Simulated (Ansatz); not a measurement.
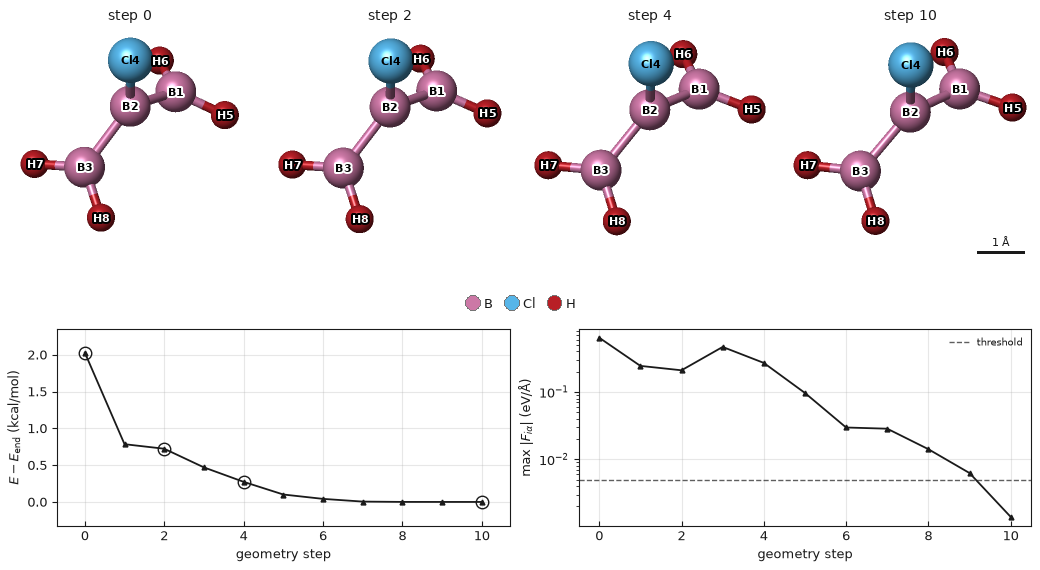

Frames of a relaxation of B3H4Cl, marked on the history of the run. Style: ball-and-stick. Shown from a free direction.

Theory: RKS PBE0-D4/def2-TZVP (Ansatz).

Input file:
```yaml
crystal:
  periodic: [false, false, false]
  atoms:
    - {symbol: B, position_ang: [-0.356040, 1.259570, -0.530520]}
    - {symbol: B, position_ang: [-0.328310, -0.372520, -0.372350]}
    - {symbol: B, position_ang: [0.625440, -0.952700, 0.830030]}
    - {symbol: Cl, position_ang: [-1.250860, -1.422370, -1.403620]}
    - {symbol: H, position_ang: [-1.097410, 1.928710, 0.080150]}
    - {symbol: H, position_ang: [0.413900, 1.839710, -1.196500]}
    - {symbol: H, position_ang: [1.758270, -1.201960, 0.665180]}
    - {symbol: H, position_ang: [0.235010, -1.078450, 1.927620]}
basis:
  gaussian: {orbitals: def2-TZVP}
hamiltonian: {xc: pbe0, dispersion: d4}
relax: {f_tol: 0.005, max_steps: 200}
```

Command:
```bash
ansatz run in.yaml --threads 2 --pin off --events-out ev --progress --plain --max-ram 4352MiB
```

Question: What happens along the run?

Answer: After 10 geometry steps the energy has fallen by 2.03 kcal/mol. Largest force component: 0.64 eV/Å at the start, 0.0014 eV/Å at the end. The atom that moves furthest after the best rigid fit is H5 (0.23 Å). Largest moves by element: H 0.23 Å, B 0.22 Å, Cl 0.18 Å. Among the contacts that change: B2–Cl4 1.737 → 1.778 Å, B1–H5 1.171 → 1.198 Å, B1–B2 1.640 → 1.654 Å. Among the angles between lasting bonds that change: B1–B2–B3 115.6° → 131.9°, B1–B2–Cl4 122.4° → 114.0°. From step 0 to 2: H5 moves most (0.07 Å), energy −1.31 kcal/mol. From step 2 to 4: H atoms move most (0.13 Å), energy −0.45 kcal/mol. From step 4 to 10: B2 moves most (0.07 Å), energy −0.27 kcal/mol.

| step | E − E(0), kcal/mol | largest force component, eV/Å |
| --- | --- | --- |
| 0 | 0.00 | 0.6402 |
| 1 | -1.24 | 0.2442 |
| 2 | -1.31 | 0.2101 |
| 3 | -1.56 | 0.4670 |
| 4 | -1.76 | 0.2705 |
| 5 | -1.93 | 0.0968 |
| 6 | -1.99 | 0.0297 |
| 7 | -2.02 | 0.0285 |
| 8 | -2.03 | 0.0142 |
| 9 | -2.03 | 0.0063 |
| 10 | -2.03 | 0.0014 |
